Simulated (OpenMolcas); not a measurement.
**One shape, several levels: singlet [GaH2O2]−**

We compute a comparison of 6 runs (HF/STO-3G, HF/def2-SVPD, BHLYP/def2-SVPD, M06-L/def2-SVPD, PBE0/def2-SVPD, SVWN5/def2-SVPD) of singlet [GaH2O2]−. 

The results are computed with OpenMolcas 26.06.

**1. The structure to begin with**

The species is [GaH2O2]− (5 atoms), meant as a singlet with charge -1. SMILES of the parent species: `[OH][Ga][OH]`. The shape is that of a PBE0-D4/def2-TZVP optimisation. This is one conformer, not always the lowest. That shape belongs to the parent species and isn't relaxed for this state.

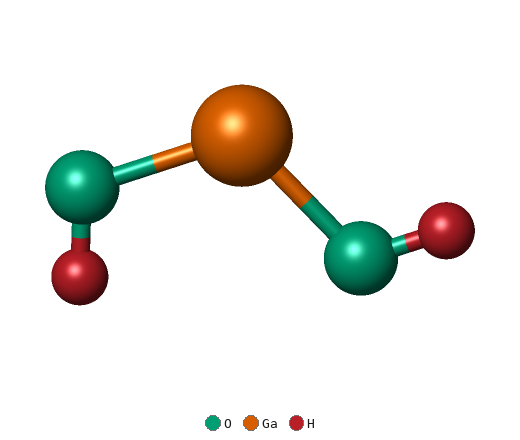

Viewed from a chosen angle; oxygen teal, gallium orange, hydrogen red.

**2. A single-point energy at HF/STO-3G (run 1)**

Input file run.input:

```
&GATEWAY
BasLib=$CurrDir
Coord
5
bohr
O     -0.70033250     0.04081808    -2.40826697
Ga    -0.58902763    -1.42447555     0.66820716
O      1.16822869     0.29271858     3.00674324
H     -1.63914844    -0.87796676    -3.65945464
H      1.85476619     1.82963283     2.31434758
Basis=STO-3G
Group=NoSym
&SEWARD
&SCF
Charge=-1
Thresholds=1e-10 1e-07 1e-07 1e-05
PrOrbitals=1
```

The basis set STO-3G is read from a file made from the Basis Set Exchange's data (not shown).

Run with:

```sh
$ export MOLCAS_MEM=1860
$ pymolcas run.input > run.log
```

The program printed:

```text
--- Start Module: gateway ---
[...]
--- Stop Module: gateway /rc=_RC_ALL_IS_WELL_ ---
--- Start Module: seward ---
[...]
      Basis functions           30
--- Stop Module: seward /rc=_RC_ALL_IS_WELL_ ---
--- Start Module: scf ---
[...]
       Convergence after 100 Iterations
[...]
::    Total SCF energy                              -2049.5514014692
[...]
      Total spin, S                                     0.0000000000
[...]
      Total electronic charge=   50.000000
      Total            charge=   -1.000000
[...]
      Dipole Moment (debye):
      Origin of the operator (angstrom)=   -0.1691   -0.4724    0.2790
                   X=  4.0589E-01               Y=  1.3662E+00               Z= -1.2555E+00           Total=  1.8994E+00
      Center of Charge (angstrom)
[...]
--- Stop Module: scf /rc=_RC_ALL_IS_WELL_ ---
[...]
```

It took 3.9 s on 1 thread of Arm Neoverse V1, shared host; peak memory 0.37 GiB.

**3. A single-point energy at HF/def2-SVPD (run 2)**

Input file mol.input:

```
&GATEWAY
BasLib
$CurrDir
BasisSet
O.def2-SVPD....
O1 -0.370600 0.021600 -1.274400 angstrom
O3 0.618200 0.154900 1.591100 angstrom
End of Basis
BasisSet
Ga.def2-SVPD....
Ga2 -0.311700 -0.753800 0.353600 angstrom
End of Basis
BasisSet
H.def2-SVPD....
H4 -0.867400 -0.464600 -1.936500 angstrom
H5 0.981500 0.968200 1.224700 angstrom
End of Basis
&SEWARD
&SCF
Charge
-1
Thresholds
1e-10 1e-07 1e-07 1e-05
PrOrbitals
1 1
```

The basis set def2-SVPD is read from a file made from the Basis Set Exchange's data (not shown).

Run with:

```sh
$ export MOLCAS_MEM=1860
$ pymolcas mol.input > mol.log
```

The program printed:

```text
--- Start Module: gateway ---
[...]
--- Stop Module: gateway /rc=_RC_ALL_IS_WELL_ ---
--- Start Module: seward ---
[...]
      Basis functions          100
--- Stop Module: seward /rc=_RC_ALL_IS_WELL_ ---
[...]
--- Start Module: scf ---
[...]
       Convergence after  16 Iterations
[...]
::    Total SCF energy                              -2073.8372888242
[...]
      Total spin, S                                     0.0000000000
[...]
      Total electronic charge=   50.000000
      Total            charge=   -1.000000
[...]
      Dipole Moment (debye):
      Origin of the operator (angstrom)=   -0.1691   -0.4724    0.2790
                   X=  6.8674E-01               Y=  1.9991E+00               Z= -1.5545E+00           Total=  2.6238E+00
      Center of Charge (angstrom)
[...]
--- Stop Module: scf /rc=_RC_ALL_IS_WELL_ ---
[...]
```

Wall time 11 s (1 thread of Arm Neoverse V1, shared host); peak memory 0.56 GiB.

Runs 3 to 5 aren't shown in full; the table further down has their settings and results.

**4. A single-point energy at SVWN5/def2-SVPD (run 6)**

Input file job.inp:

```
* GaH2O2 Kohn-Sham DFT
&GATEWAY
BasLib=$CurrDir
Coord
5
bohr
O     -0.70033250     0.04081808    -2.40826697
Ga    -0.58902763    -1.42447555     0.66820716
O      1.16822869     0.29271858     3.00674324
H     -1.63914844    -0.87796676    -3.65945464
H      1.85476619     1.82963283     2.31434758
Basis=def2-SVPD
Group=NoSym
&SEWARD
GridInput
Grid=UltraFine
End of Grid
&SCF
Charge=-1
KSDFT=SVWN5
Thresholds=1e-10 1e-07 1e-07 1e-05
PrOrbitals=1
```

The basis set def2-SVPD is read from a file made from the Basis Set Exchange's data (not shown).

Run with:

```sh
$ export MOLCAS_MEM=1860
$ pymolcas job.inp > job.log
```

The program printed:

```text
--- Start Module: gateway ---
[...]
--- Stop Module: gateway /rc=_RC_ALL_IS_WELL_ ---
--- Start Module: seward ---
[...]
      Basis functions          100
--- Stop Module: seward /rc=_RC_ALL_IS_WELL_ ---
[...]
--- Start Module: scf ---
[...]
       Convergence after  25 Iterations
[...]
::    Total KS-DFT energy                           -2072.1586620999
[...]
      Total spin, S                                     0.0000000000
[...]
      Total electronic charge=   50.000000
      Total            charge=   -1.000000
[...]
      Dipole Moment (debye):
      Origin of the operator (angstrom)=   -0.1691   -0.4724    0.2790
                   X=  1.9164E-01               Y=  9.8570E-01               Z= -1.2284E+00           Total=  1.5866E+00
      Center of Charge (angstrom)
[...]
--- Stop Module: scf /rc=_RC_ALL_IS_WELL_ ---
[...]
```

Run time: 31 s. Hardware: 1 thread of Arm Neoverse V1, shared host; peak memory 0.56 GiB.

**5. The series**

```
run            level  integration grid   energy (Eh)  HOMO energy (eV)  LUMO energy (eV)  HOMO–LUMO gap (eV)  wall time
  1        HF/STO-3G                 –  -2049.551401              3.39             14.26               10.87      3.9 s
  2     HF/def2-SVPD                 –  -2073.837289             -1.42              5.93                7.35       11 s
  3  BHLYP/def2-SVPD         UltraFine  -2076.132267             -0.49              4.79                5.29       29 s
  4  M06-L/def2-SVPD         UltraFine  -2076.151692              1.21              4.25                3.04       49 s
  5   PBE0/def2-SVPD         UltraFine  -2075.824302              0.22              4.35                4.13       33 s
  6  SVWN5/def2-SVPD         UltraFine  -2072.158662              0.81              3.67                2.87       31 s
```

**6. Summary of results**

```
                                                    quantity           value
                                         run 6: total energy  -2072.15866 Eh
                                          run 6: HOMO energy         0.81 eV
                                          run 6: LUMO energy         3.67 eV
run 6: HOMO–LUMO gap (to an unbound level, set by the basis)         2.87 eV
```

The HOMO–LUMO gap runs from 2.87 eV (SVWN5/def2-SVPD) to 10.87 eV (HF/STO-3G). The two ends differ in method and basis. The empty levels of an anion lie above zero and hang on the basis. Totals of different functionals can't be ranked against each other. In runs 1, 4, 5, 6 the HOMO lies above zero, so the outermost electron may be held by the basis alone. In run 1 the basis is minimal, so the values are rough. All runs together took 2.6 min, the longest 49 s.
